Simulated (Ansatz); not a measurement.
# Monolayer of P, 4 atoms, biaxial strain +2.0 %

Wanted: energy and frontier levels of the defect-free cell (PBEsol, HSE06 and r²SCAN).

All numbers are computed with Ansatz 0.2.0 (PAW, plane waves).

## Step 1: Starting point

4 atoms (4 P); a = 3.351 Å, b = 4.521 Å, c = 18.000 Å, α = 90.00°, β = 90.00°, γ = 90.00°.

Plan of the steps: (2) PBEsol relaxation at a 9×9×1 mesh, on 1 × NVIDIA H100 80GB HBM3 with 2 threads of AMD EPYC 7R13; (3) HSE06 single point at a 6×6×1 mesh, on 1 × NVIDIA H100 80GB HBM3 with 2 threads of AMD EPYC 7R13; (4) r²SCAN single point at a 6×6×1 mesh, on 1 × NVIDIA H100 80GB HBM3 with 2 threads of AMD EPYC 7R13.

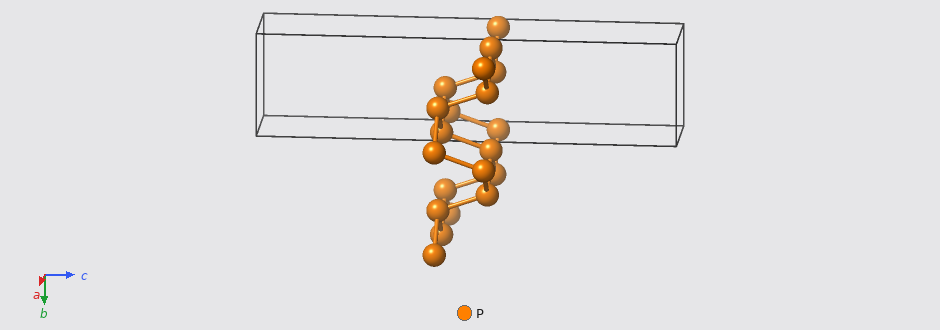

Start, viewed from the side, with c running across the picture; phosphorus orange. 2×2×1 cells are drawn. Atoms on faces are repeated.

## Step 2: Relaxing the atoms with PBEsol

File in.yaml:

```yaml
crystal:
  lattice:
    - [3.350911, 0.000000, 0.000000]
    - [0.000000, 4.521344, 0.000000]
    - [0.000000, 0.000000, 18.000000]
  atoms:
    - { symbol: P, position: [0.000000, 0.082485, 0.558767] }
    - { symbol: P, position: [0.500000, 0.417515, 0.558767] }
    - { symbol: P, position: [0.000000, 0.917516, 0.441233] }
    - { symbol: P, position: [0.500000, 0.582484, 0.441233] }
kpoints:
  mp_grid: { grid: [9, 9, 1] }
hamiltonian:
  xc: pbesol
scf:
  occupations: { method: fermi_dirac, width: 0.01 }
relax:
  f_tol: 0.03
  max_steps: 80
  escape_saddle: false
  adjacent_minimum: "off"
output:
  forces: true
  eigenvalues: true
  populations: true
```

Launch:

```
$ ansatz run in.yaml --threads 2 --pin off --max-ram 20900MiB --runs-dir r --events-out ev --progress --plain --backend cuda --devices 0, --max-vram 18GiB
```

The program printed:

```text
Pseudopotentials: kind: paw
Functional definition: PBEsol
  exchange = pbesol_x
  correlation = pbesol_c
Crystal: 4 atoms, lattice volume = 272.711 Å³
Basis set: ecut = 420 eV, 5369 PW (Γ), exchange–correlation on 48×64×250 points (8 copies of the dense FFT grid, shifted against one another)
Bands: 14, of which v1, the nominal top of the filled ones, is band 10 counted from 1 (9 counted from 0)
Symmetry: 8 space group operations
Space group: Pmna (ITA 53), of the structure as read, at distance tolerance 6.5e-5 Å
k-points: 25 of 81
Non-local potential: P, projectors of the file, l = 0: 2, l = 1: 2, l = 2: 2
PAW form: soft (Blöchl's): semilocal exchange-correlation on the pseudo side does not see the compensation charge
PAW frozen core: P, regenerated for the run's functional, and the local potential with it (the file was generated under x = pbe(κ = 0.804, μ = 0.2195149727645171), c = pbe(β = 0.06672455060314922))
PAW one-centre angular grid: P, 110 points (default); XC on 64 Gauss nodes
Initial density: superposition of atomic densities (neutral atoms: chi_scale 0, normalization atom), corrected by the library's trained network
Initial wavefunctions: pseudopotential atomic-orbital guess
Functional: x = pbesol(κ = 0.804, μ = 0.12345679012345678), c = pbesol(β = 0.046)
SCF iter   1: F=—  HF=-2959.885223 eV  |F-HF|=—  |Δ(HF+E_count)|=         —  Δρ=1.84e-3  dr2=1.16e-2  ethr=1.77e-3  ⟨swp⟩=11.3  Hψ=3602  notcnv=0
preconditioner: auto → Resta (q_TF=auto, 1.765 Å⁻¹)  ε∞=2.4  [insulator: Δε(μ)=0.933 eV  Ē_g=8.630 eV  σ=0.010 eV  W_gap=1.00  n_scr=24 (ndim 8)  ℏωp=10.1 eV  f_vac=0.644  D(μ)=0.00/eV (n_scr^D=0)  ε∞_Penn≈2.4  vacuum switching on, ρ_ref=5.4e-3 e/Å³]
SCF iter   2: F=—  HF=-2959.883978 eV  |F-HF|=—  |Δ(HF+E_count)|=   1.24e-3  Δρ=8.24e-4  dr2=1.95e-3  ethr=5.81e-5  ⟨swp⟩=3.4  Hψ=995  notcnv=0
SCF iter   3: F=—  HF=-2959.883864 eV  |F-HF|=—  |Δ(HF+E_count)|=   1.14e-4  Δρ=1.56e-4  dr2=7.91e-5  ethr=9.75e-6  ⟨swp⟩=3.3  Hψ=723  notcnv=0
iter 4 did not close the SCF: its close was put off for the readings that it lacked (scf_convergence_deferred on its scf_iter line)
SCF iter   4: F=-2959.883898 eV  HF=-2959.883894 eV  |F-HF|=4.13e-6  |Δ(HF+E_count)|=   3.04e-5  Δρ=4.06e-5  dr2=4.48e-6  ethr=3.95e-7  ⟨swp⟩=2.5  Hψ=649  notcnv=0
iter 5 did not close the SCF: its close was put off for the readings that it lacked (scf_convergence_deferred on its scf_iter line)
SCF iter   5: F=-2959.883899 eV  HF=-2959.883899 eV  |F-HF|=4.12e-7  |Δ(HF+E_count)|=   4.63e-6  Δρ=1.08e-5  dr2=3.46e-7  ethr=2.24e-8  ⟨swp⟩=2.3  Hψ=613  notcnv=0
SCF iter   6: F=-2959.883899 eV  HF=-2959.883899 eV  |F-HF|=1.44e-8  |Δ(HF+E_count)|=   4.44e-7  Δρ=1.96e-6  dr2=1.07e-8  ethr=1.73e-9  ⟨swp⟩=2.9  Hψ=1644  notcnv=0
SCF 1 converged in 6 iterations: F = -2959.883899 eV  dr2 = 1.07e-8
relax step   1: F+E_penalty+E_count = -2959.88389943 eV  Δ(F+E_penalty+E_count) = +0.000e0 eV  max|allowed force component| = 3.502e-1 eV/Å  Δτ_max = 0.0000 Å  (6 SCF iters, dr2 threshold 2.25e-5 eV, accepted)
Initial density: handed on by an earlier stage of this run
Initial wavefunctions: those handed on with the density
iter 1 solved again at ethr=2.56e-6 eV; its pass at ethr=3.10e-3 eV (dr2=5.13e-4 eV) is discarded
SCF iter   1: F=—  HF=-2959.896187 eV  |F-HF|=—  |Δ(HF+E_count)|=         —  Δρ=5.46e-4  dr2=5.09e-4  ethr=2.56e-6  ⟨swp⟩=3.6  Hψ=2071  notcnv=0
preconditioner: auto → Resta (q_TF=auto, 1.765 Å⁻¹)  ε∞=2.3  [insulator: Δε(μ)=0.938 eV  Ē_g=8.695 eV  σ=0.010 eV  W_gap=1.00  n_scr=24 (ndim 8)  ℏωp=10.1 eV  f_vac=0.641  D(μ)=0.00/eV (n_scr^D=0)  ε∞_Penn≈2.3  vacuum switching on, ρ_ref=5.5e-3 e/Å³]
SCF iter   2: F=—  HF=-2959.896071 eV  |F-HF|=—  |Δ(HF+E_count)|=   1.17e-4  Δρ=2.77e-4  dr2=1.27e-4  ethr=2.55e-6  ⟨swp⟩=1.0  Hψ=350  notcnv=0
SCF iter   3: F=-2959.896051 eV  HF=-2959.896052 eV  |F-HF|=5.13e-7  |Δ(HF+E_count)|=   1.89e-5  Δρ=2.13e-5  dr2=1.56e-6  ethr=3.83e-8  ⟨swp⟩=6.2  Hψ=2263  notcnv=0
SCF 2 converged in 3 iterations: F = -2959.896051 eV  dr2 = 1.56e-6
relax step   2: F+E_penalty+E_count = -2959.89605132 eV  Δ(F+E_penalty+E_count) = -1.215e-2 eV  max|allowed force component| = 1.488e-1 eV/Å  Δτ_max = 0.0127 Å  (3 SCF iters, dr2 threshold 7.67e-6 eV, accepted)
SCF iter   1: F=—  HF=-2959.898504 eV  |F-HF|=—  |Δ(HF+E_count)|=         —  Δρ=3.45e-4  dr2=1.87e-4  ethr=1.03e-5  ⟨swp⟩=4.9  Hψ=1535  notcnv=0
preconditioner: auto → Resta (q_TF=auto, 1.765 Å⁻¹)  ε∞=2.3  [insulator: Δε(μ)=0.903 eV  Ē_g=8.726 eV  σ=0.010 eV  W_gap=1.00  n_scr=24 (ndim 8)  ℏωp=10.1 eV  f_vac=0.641  D(μ)=0.00/eV (n_scr^D=0)  ε∞_Penn≈2.3  vacuum switching on, ρ_ref=5.5e-3 e/Å³]
SCF iter   2: F=—  HF=-2959.898393 eV  |F-HF|=—  |Δ(HF+E_count)|=   1.11e-4  Δρ=1.78e-4  dr2=4.78e-5  ethr=9.34e-7  ⟨swp⟩=1.9  Hψ=725  notcnv=0
SCF iter   3: F=—  HF=-2959.898389 eV  |F-HF|=—  |Δ(HF+E_count)|=   4.64e-6  Δρ=1.22e-5  dr2=1.41e-6  ethr=2.39e-7  ⟨swp⟩=1.9  Hψ=526  notcnv=0
SCF iter   4: F=-2959.898389 eV  HF=-2959.898388 eV  |F-HF|=1.78e-8  |Δ(HF+E_count)|=   2.35e-7  Δρ=4.44e-6  dr2=9.35e-8  ethr=6.92e-9  ⟨swp⟩=7.4  Hψ=1952  notcnv=0
SCF 3 converged in 4 iterations: F = -2959.898389 eV  dr2 = 9.35e-8
relax step   3: F+E_penalty+E_count = -2959.89838851 eV  Δ(F+E_penalty+E_count) = -2.337e-3 eV  max|allowed force component| = 2.884e-3 eV/Å  Δτ_max = 0.0081 Å  (4 SCF iters, dr2 threshold 1.38e-6 eV, accepted)
iter 1 solved again at ethr=4.69e-10 eV; its pass at ethr=3.10e-3 eV (dr2=9.39e-8 eV) is discarded
SCF iter   1: F=—  HF=-2959.898401 eV  |F-HF|=—  |Δ(HF+E_count)|=         —  Δρ=4.47e-6  dr2=9.46e-8  ethr=4.69e-10  ⟨swp⟩=1.0  Hψ=1300  notcnv=0
preconditioner: auto → Resta (q_TF=auto, 1.765 Å⁻¹)  ε∞=2.3  [insulator: Δε(μ)=0.903 eV  Ē_g=8.725 eV  σ=0.010 eV  W_gap=1.00  n_scr=24 (ndim 8)  ℏωp=10.1 eV  f_vac=0.641  D(μ)=0.00/eV (n_scr^D=0)  ε∞_Penn≈2.3  vacuum switching on, ρ_ref=5.5e-3 e/Å³]
SCF iter   2: F=-2959.898389 eV  HF=-2959.898389 eV  |F-HF|=1.39e-8  |Δ(HF+E_count)|=   1.26e-5  Δρ=2.28e-6  dr2=3.05e-8  ethr=4.69e-10  ⟨swp⟩=5.0  Hψ=1306  notcnv=0
SCF 4 converged in 2 iterations: F = -2959.898389 eV  dr2 = 3.05e-8
relax step   4: F+E_penalty+E_count = -2959.89838854 eV  Δ(F+E_penalty+E_count) = -2.188e-8 eV  max|allowed force component| = 2.856e-3 eV/Å  Δτ_max = 0.0000 Å  (2 SCF iters, accepted)
SCF converged after 2 iterations
Free energy (F): -2959.898389 eV
Harris-Foulkes:  -2959.898389 eV  (|F-HF|=1.39e-8)
Internal energy: -2959.898389 eV  (E = F + TS)
E sigma→0 (E₀):  -2959.898389 eV
Fermi energy:    -1.186239 eV
--- Per-component energies (eV) ---
  E_band       = -156.499379
  E_kinetic    = 278.163174
  E_local      = -4508.394454  (includes V_loc(G=0)·N_el)
  E_nonlocal   = 136.205437
  E_hartree    = 2104.085405
  E_xc         = -242.038421
  E_vxc        = -240.110542  (∫ρ·V_xc dr)
  E_paw        = -2216.418558  (= ΣΔE_a)
  E_vpaw       = -30.543197  (= ΣTr[D̂ρ^β])
  E_aug_tail   = 0.000012  (compensation charges beyond the density's cutoff)
  E_ewald      = 1488.314633
  E_core_change = 0.184384  (= ΣΔE_core)
  E_smearing   = -0.000000  (= −TS)
  E_closure    = 0.000000  (closes the sum)
  Σ components = -2959.898389   (vs F -2959.898389, Δ=0.00e0)
--- Forces (eV/Å), atoms counted from 1 ---
  atom   1  P     -0.00000000    -0.00285605    -0.00202176
  atom   2  P     -0.00000000     0.00285605    -0.00202176
  atom   3  P     -0.00000000     0.00285605     0.00202176
  atom   4  P     -0.00000000    -0.00285605     0.00202176
  max |Σ_I F_I| component: 5.55e-17 eV/Å
--- Band table (eV; the first three rows and the last of 25) ---
  k-point 0: bands = ["-16.6710", "-14.0543", "-10.7988", "-7.3364", "-6.2195", "-6.1937", "-5.2717", "-3.5736", "-3.3097", "-1.6378", "-0.7350", "-0.3742", "0.7065", "1.5116"]
  k-point 1: bands = ["-16.6074", "-14.1382", "-10.8368", "-7.6782", "-6.0502", "-5.9503", "-5.2216", "-3.6155", "-3.0132", "-2.0888", "-0.3526", "-0.2953", "0.5667", "1.4489"]
  k-point 2: bands = ["-16.4195", "-14.3920", "-10.8508", "-8.3771", "-5.7624", "-5.2533", "-5.0755", "-3.7453", "-2.8277", "-2.3848", "-0.1615", "0.2033", "0.3222", "1.3454"]
  k-point 24: bands = ["-13.8188", "-13.5773", "-11.4421", "-11.1721", "-7.0886", "-6.7738", "-6.1138", "-5.7976", "-2.9708", "-2.8086", "0.7001", "0.9411", "1.8104", "2.3088"]
--- Relaxed structure (4 steps of the walk, 4 accepted, 0 SCFs on fresh bases) ---
  F+E_penalty+E_count = -2959.89838854 eV   max|allowed force component| = 2.856e-3 eV/Å
  atoms:
    - { symbol: P, position: [0.0, 0.08668843759335662, 0.5583126368010631] }
    - { symbol: P, position: [0.5, 0.41331156240664335, 0.5583126368010631] }
    - { symbol: P, position: [0.0, 0.9133115624066435, 0.44168736319893676] }
    - { symbol: P, position: [0.5, 0.5866884375933568, 0.44168736319893676] }
--- Löwdin populations: 4 sites ---
  site symbol       q [e]
     0      P      4.9128
     1      P      4.9128
     2      P      4.9128
     3      P      4.9128
  spilling = 0.017443 (of n_electrons = 20.000000)
```

Run time: 3.4 s. Hardware: 1 × NVIDIA H100 80GB HBM3 with 2 threads of AMD EPYC 7R13, shared host; peak host memory 1.3 GiB.

Recorded steps of the relaxation:

| accepted step | energy change (eV) | largest force component (eV/Å) | SCF cycles |
| --- | --- | --- | --- |
| 1 | 0.000 | 0.350 | 6 |
| 2 | -0.012 | 0.149 | 3 |
| 3 | -0.014 | 0.003 | 4 |
| 4 | -0.014 | 0.003 | 2 |

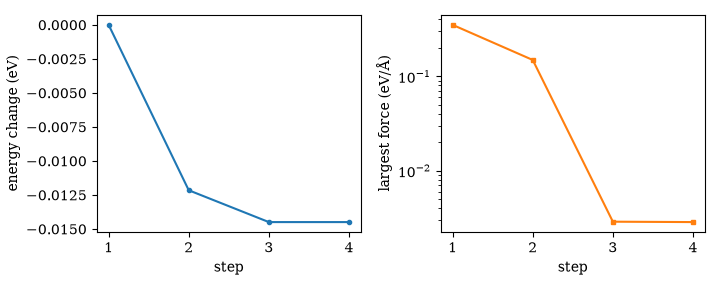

Energy and largest force component along the relaxation.

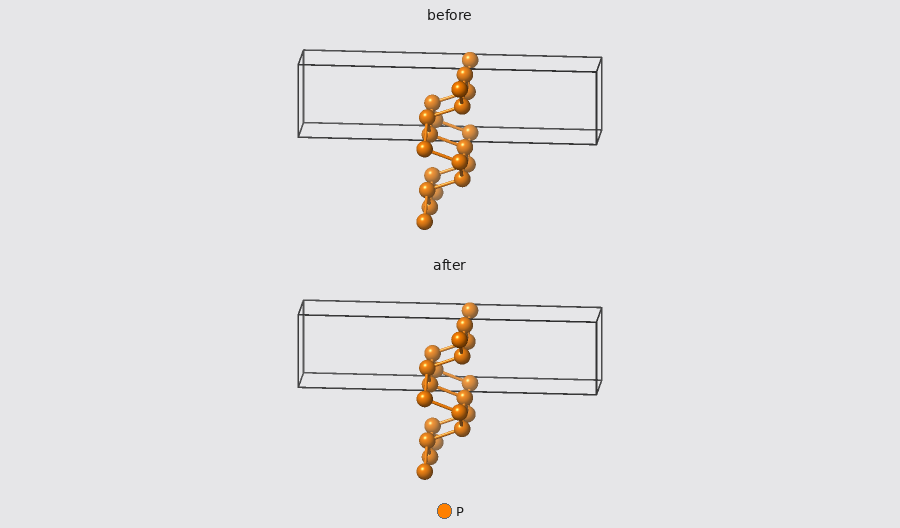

Before and after, at one scale. 2×2×1 cells are drawn.

At a 9×9×1 mesh the filled levels end at -1.638 eV and the empty ones begin at -0.735 eV, a spacing of 0.90 eV.

The top filled level lies 5.02 eV and the lowest empty level 4.12 eV below the vacuum level.

(Part 1 of 2 ends here.)
